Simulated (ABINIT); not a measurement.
**CsMgF3 (Pm-3m): G0W0 with ABINIT, start to end**

Aim: the G0W0 gap of CsMgF3 (Pm-3m) on LDA, step by step.

Calculated with ABINIT 10.8.3; LDA and many-body steps on it, plane waves.

## (1) The structure

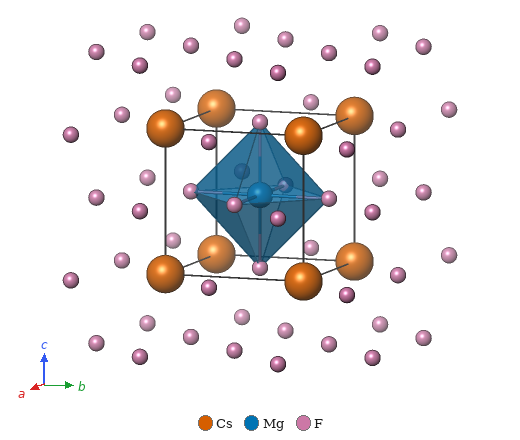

The cell as given, slightly off an axis (caesium orange, magnesium blue, fluorine pink). Some periodic images of atoms are drawn too.

The cell and positions are those that the Materials Project relaxed with its own functionals (PBE, PBE+U or r2SCAN), kept fixed. Spin-orbit coupling is left out unless a step names it.

## (2) Ground state

This step: ABINIT 10.8.3; DFT, LDA, plane waves, norm-conserving pseudopotentials.

The ground-state density comes first.

Input file run.abi:

```
acell 3*1.0 Angstrom
rprim 
  4.252307000000 0.000000000000 0.000000000000
  0.000000000000 4.252307000000 0.000000000000
  0.000000000000 0.000000000000 4.252307000000
ntypat 3
znucl 55 12 9
natom 5
typat 1 2 3 3 3
xred 
  0.000000000000 0.000000000000 0.000000000000
  0.500000000000 0.500000000000 0.500000000000
  0.000000000000 0.500000000000 0.500000000000
  0.500000000000 0.000000000000 0.500000000000
  0.500000000000 0.500000000000 0.000000000000
pp_dirpath "pseudos"
pseudos "Cs.upf, Mg.upf, F.upf"
ecut 38
ngkpt 6 6 6
nshiftk 1
shiftk 0 0 0
kptopt 1
chksymbreak 0
nband 26
occopt 1
tolvrs 1e-10
nstep 60
prtwf 0
optforces 0
optstress 0
indata_prefix "in"
outdata_prefix "out"
tmpdata_prefix "tmp"
```

Launch:

```console
OMP_NUM_THREADS=1 mpirun -n 4 abinit run.abi > log
```

Numbers of over 12 decimals in the logs are rounded to 6 here.

The program printed:

```text
.Version 10.8.3 of ABINIT. v10.8.2 released Aug 2026.

 Symmetries : space group Pm -3 m (#221); Bravais cP (primitive cubic)
================================================================================
 Values of the parameters that define the memory need of the present run
     intxc =       0    ionmov =       0      iscf =       7    lmnmax =       8
     lnmax =       8     mgfft =      48  mpssoang =       4    mqgrid =    3001
     natom =       5  nloc_mem =       1    nspden =       1   nspinor =       1
    nsppol =       1      nsym =      48    n1xccc =    2501    ntypat =       3
    occopt =       1   xclevel =       1
-    mband =          26        mffmem =           1         mkmem =           5
       mpw =        5832          nfft =      110592          nkpt =          20
================================================================================
  Rough estimation (10% accuracy) of disk space for files :
================================================================================

--------------------------------------------------------------------------------
------------- Echo of variables that govern the present computation ------------
--------------------------------------------------------------------------------
 -outvars: echo values of preprocessed input variables --------
            acell      1.8897261259E+00  1.8897261259E+00  1.8897261259E+00 Bohr

      chksymbreak           0
             ecut      3.80000000E+01 Hartree
-          fftalg         312

              ixc       -1012
              kpt      0.00000000E+00  0.00000000E+00  0.00000000E+00
                       1.66666667E-01  0.00000000E+00  0.00000000E+00
                       3.33333333E-01  0.00000000E+00  0.00000000E+00
                       5.00000000E-01  0.00000000E+00  0.00000000E+00
                       1.66666667E-01  1.66666667E-01  0.00000000E+00
                       3.33333333E-01  1.66666667E-01  0.00000000E+00
                       5.00000000E-01  1.66666667E-01  0.00000000E+00
                       3.33333333E-01  3.33333333E-01  0.00000000E+00
                       5.00000000E-01  3.33333333E-01  0.00000000E+00
   [... 9 further rows ...]
                       5.00000000E-01  5.00000000E-01  3.33333333E-01
                       5.00000000E-01  5.00000000E-01  5.00000000E-01
         kptrlatt        6    0    0      0    6    0      0    0    6
          kptrlen      4.82141738E+01
P           mkmem           5
            natom           5
            nband          26
            ngfft          48      48      48
             nkpt          20
            nstep          60
             nsym          48
           ntypat           3
              occ      2.000000  2.000000  2.000000  2.000000  2.000000  2.000000
                       2.000000  2.000000  2.000000  2.000000  2.000000  2.000000
                       2.000000  2.000000  2.000000  2.000000  2.000000  2.000000
                       2.000000  2.000000  0.000000  0.000000  0.000000  0.000000
                       0.000000  0.000000
        optforces           0
        optstress           0
            prtwf           0
            rprim      4.2523070000E+00  0.0000000000E+00  0.0000000000E+00
[...]
spgroup         221

           tolvrs      1.00000000E-10

             xred      0.0000000000E+00  0.0000000000E+00  0.0000000000E+00
[...]
znucl       55.00000   12.00000    9.00000

================================================================================

 chkinp: Checking input parameters for consistency.

================================================================================
== DATASET  1 ==================================================================
-   mpi_nproc: 4, omp_nthreads: 1 (-1 if OMP is not activated)

--- !DatasetInfo
iteration_state: {dtset: 1, }
dimensions: {natom: 5, nkpt: 20, mband: 26, nsppol: 1, nspinor: 1, nspden: 1, mpw: 5832, }
cutoff_energies: {ecut:  38.0, pawecutdg:  -1.0, }
electrons: {nelect:   4.00000000E+01, charge:   0.00000000E+00, occopt:   1.00000000E+00, tsmear:   1.00000000E-02, }

 Real(R)+Recip(G) space primitive vectors, cartesian coordinates (Bohr,Bohr^-1):
 R(1)=  8.0356956  0.0000000  0.0000000  G(1)=  0.1244447  0.0000000  0.0000000
 R(2)=  0.0000000  8.0356956  0.0000000  G(2)=  0.0000000  0.1244447  0.0000000
 R(3)=  0.0000000  0.0000000  8.0356956  G(3)=  0.0000000  0.0000000  0.1244447
 Unit cell volume ucvol=  5.1888419E+02 bohr^3
 Angles (23,13,12)=  9.00000000E+01  9.00000000E+01  9.00000000E+01 degrees

 getcut: wavevector=  0.0000  0.0000  0.0000  ngfft=  48  48  48
         ecut(hartree)=     38.000   => boxcut(ratio)=   2.15259

--- Pseudopotential description ------------------------------------------------
- Cs Generated using ONCVPSP code by D. R. Hamann
- 55.00000   9.00000  201201                  znucl, zion, pspdat
12 -1012 3 -1 2328                            pspcod,pspxc,lmax,lloc,mmax
     nproj     2     2     2     2
  pspatm : epsatm=   21.68725381
         --- l  ekb(1:nproj) -->
[...]
pspatm: atomic psp has been read  and splines computed

- Mg Generated using ONCVPSP code by D. R. Hamann
- 12.00000  10.00000  180309                  znucl, zion, pspdat
12 -1012 1 -1 1510                            pspcod,pspxc,lmax,lloc,mmax
     nproj     2     2     0     0
  pspatm : epsatm=    9.23542517
         --- l  ekb(1:nproj) -->
[...]
pspatm: atomic psp has been read  and splines computed

- F Generated using ONCVPSP code by D. R. Hamann
-  9.00000   7.00000  201202                  znucl, zion, pspdat
12 -1012 2 -1 824                             pspcod,pspxc,lmax,lloc,mmax
     nproj     2     2     1     0
  pspatm : epsatm=    4.94580260
         --- l  ekb(1:nproj) -->
[...]
2   -2.364936
 pspatm: atomic psp has been read  and splines computed

   1.83040347E+03                                ecore*ucvol(ha*bohr**3)
--------------------------------------------------------------------------------

_setup2: Arith. and geom. avg. npw (full set) are    5808.745    5808.732

================================================================================

--- !BeginCycle
iteration_state: {dtset: 1, }
solver: {iscf: 7, nstep: 60, nline: 4, wfoptalg: 0, }
tolerances: {tolvrs: 1.00E-10, }

     iter   Etot(hartree)      deltaE(h)  residm     vres2
 ETOT  1  -156.53328199761    -1.565E+02 1.179E-01 5.455E+02
 ETOT  2  -156.61256818644    -7.929E-02 1.364E-02 4.559E+02
 ETOT  3  -156.78450013727    -1.719E-01 4.169E-02 1.946E+01
 ETOT  4  -156.78977143821    -5.271E-03 8.489E-03 1.522E-01
 ETOT  5  -156.78981849359    -4.706E-05 1.130E-03 4.433E-03
 ETOT  6  -156.78981922439    -7.308E-07 1.915E-04 4.640E-04
 ETOT  7  -156.78981926554    -4.115E-08 1.166E-04 5.558E-05
 ETOT  8  -156.78981926869    -3.151E-09 7.778E-05 4.741E-07
 ETOT  9  -156.78981926879    -9.277E-11 4.704E-05 8.982E-09
 ETOT 10  -156.78981926879    -3.809E-12 3.195E-05 1.394E-09
 ETOT 11  -156.78981926878     6.565E-12 1.892E-05 2.117E-11

 At SCF step   11       vres2   =  2.12E-11 < tolvrs=  1.00E-10 =>converged.

--- !ResultsGS
iteration_state: {dtset: 1, }
comment   : Summary of ground state results
lattice_vectors:
- [  8.0356956,   0.0000000,   0.0000000, ]
- [  0.0000000,   8.0356956,   0.0000000, ]
- [  0.0000000,   0.0000000,   8.0356956, ]
lattice_lengths: [   8.03570,    8.03570,    8.03570, ]
lattice_angles: [ 90.000,  90.000,  90.000, ] # degrees, (23, 13, 12)
lattice_volume:   5.1888419E+02
convergence: {deltae:  6.565E-12, res2:  2.117E-11, residm:  1.892E-05, diffor:  0.000E+00, }
etotal    :  -1.56789819E+02
entropy   :   0.00000000E+00
fermie    :   2.22453065E-02
cartesian_stress_tensor: null
pressure_GPa: null
xred      :
- [  0.0000E+00,   0.0000E+00,   0.0000E+00, Cs]
- [  5.0000E-01,   5.0000E-01,   5.0000E-01, Mg]
- [  0.0000E+00,   5.0000E-01,   5.0000E-01,  F]
- [  5.0000E-01,   0.0000E+00,   5.0000E-01,  F]
- [  5.0000E-01,   5.0000E-01,   0.0000E+00,  F]
cartesian_forces: null
force_length_stats: {min: null, max: null, mean: null, }

 Integrated electronic density in atomic spheres:
 ------------------------------------------------
 Atom  Sphere_radius  Integrated_density
[...]
================================================================================

 ----iterations are completed or convergence reached----

 Mean square residual over all n,k,spin=   77.429E-09; max=  18.915E-06
 reduced coordinates (array xred) for    5 atoms
       0.000000000000      0.000000000000      0.000000000000
       0.500000000000      0.500000000000      0.500000000000
       0.000000000000      0.500000000000      0.500000000000
       0.500000000000      0.000000000000      0.500000000000
       0.500000000000      0.500000000000      0.000000000000
 rms dE/dt=  0.0000E+00; max dE/dt=  0.0000E+00; dE/dt below (all hartree)
    1       0.000000000000      0.000000000000      0.000000000000
    2       0.000000000000      0.000000000000      0.000000000000
    3       0.000000000000      0.000000000000      0.000000000000
    4       0.000000000000      0.000000000000      0.000000000000
    5       0.000000000000      0.000000000000      0.000000000000

 cartesian coordinates (angstrom) at end:
    1      0.000000     0.000000     0.000000
    2      2.126154     2.126154     2.126154
    3      0.000000     2.126154     2.126154
    4      2.126154     0.000000     2.126154
    5      2.126154     2.126154     0.000000
 length scales=  1.889726125908  1.889726125908  1.889726125908 bohr
              =  1.000000000000  1.000000000000  1.000000000000 angstroms
 prteigrs : about to open file out_EIG
 Fermi (or HOMO) energy (hartree) =   0.02225   Average Vxc (hartree)=  -0.38246
 Eigenvalues (hartree) for nkpt=  20  k points:
 kpt#   1, nband= 26, wtk=  0.00463, kpt=  0.0000  0.0000  0.0000 (reduced coord)
  -2.59154   -1.39345   -1.39345   -1.39345   -0.69653   -0.67317   -0.67317   -0.58622
  -0.12853   -0.12853   -0.12853   -0.04083   -0.04083   -0.04083   -0.00352   -0.00352
  -0.00352    0.02225    0.02225    0.02225    0.25699    0.33321    0.33321    0.43685
   0.43685    0.43685
 prteigrs : prtvol=0 or 1, do not print more k-points.

--- !EnergyTerms
iteration_state     : {dtset: 1, }
comment             : Components of total free energy in Hartree
kinetic             :  8.74231700015120E+01
hartree             :  4.91753015193191E+01
xc                  : -3.08842888812353E+01
Ewald energy        : -9.37521873592992E+01
psp_core            :  3.52757612531163E+00
local_psp           : -1.49367479495591E+02
non_local_psp       : -2.29119111788000E+01
total_energy        : -1.56789819268783E+02
total_energy_eV     : -4.26646833156041E+03
band_energy         : -1.98444475713366E+01

== END DATASET(S) ==============================================================
================================================================================

 -outvars: echo values of variables after computation  --------
           etotal     -1.5678981927E+02
            nband          26
             nkpt          20
          spgroup         221
 [... the other variables as echoed above ...]

 Calculation completed.
```

The job ended after 57 s (4 MPI ranks of Arm Neoverse N1, shared host; peak memory 0.38 GiB; 3.8 min of CPU time).

Numbers from this step:

```
total energy               : -4266.4683 eV
gap                        : 6.388 eV
k of the valence top       : 0, 0, 0
k of the conduction bottom : 0, 0, 0
least direct gap           : 6.388 eV
```

The gap is direct, at Γ.

[end of part 1 of 3]

[Paths, hosts, dates, memory and timing lines, banners, echoed tables and standing remarks are left out of the program output.]

[Logs are printed without paths, hosts, clocks, repeated set-up lines and the standing remarks that a program may print on its own settings, such as how far it seeks lower states.]

[Runs of the session that timed out or met a known fault of the program may be left out.]

[Hosts, paths, dates, database ids (printed as entryN), source tags and the programs' standing remarks are cut or masked in the printed files.]

[G0W0 gaps are taken among the corrected bands and points alone; a level outside them can change the order at an edge.]

[Where Ansatz stands beside ABINIT at settings called matched, ABINIT's density can come from a denser mesh and the files from another edition; pairs whose starting gaps differed by over 0.03 eV were left out, so agreement reads better than it is.]
